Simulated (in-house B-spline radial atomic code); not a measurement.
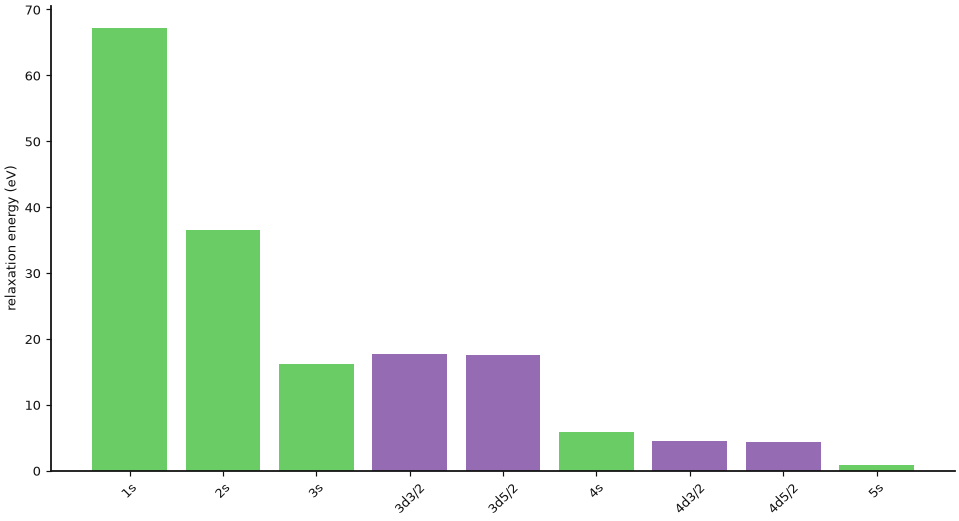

A free Sb atom; electrons: [Kr] 4d10 5s2 5p3 (open shells shared over both j by 2j + 1). Computed with an in-house B-spline radial code: Dirac-Hartree-Fock, average of configuration, Fermi nucleus, basis-set limit. One electron is taken from each of the shells shown in turn, and the ion is relaxed; bars are coloured by l. The plot shows the relaxation energy, Koopmans' value −ε less the difference of self-consistent energies.

**Which hole relaxes most, and what are the binding energies?**

Among the shells shown the largest bar is that of 1s. 1s: −ε = 30.67 keV, relaxed 30.60 keV, relaxation 67.2 eV; 2s: −ε = 4761 eV, relaxed 4724 eV, relaxation 36.4 eV; 3s: −ε = 974.3 eV, relaxed 958.1 eV, relaxation 16.2 eV; 3d3/2: −ε = 564.0 eV, relaxed 546.3 eV, relaxation 17.7 eV; 3d5/2: −ε = 554.1 eV, relaxed 536.6 eV, relaxation 17.5 eV; 4s: −ε = 176.6 eV, relaxed 170.8 eV, relaxation 5.80 eV; 4d3/2: −ε = 45.0 eV, relaxed 40.6 eV, relaxation 4.46 eV; 4d5/2: −ε = 43.7 eV, relaxed 39.3 eV, relaxation 4.37 eV.
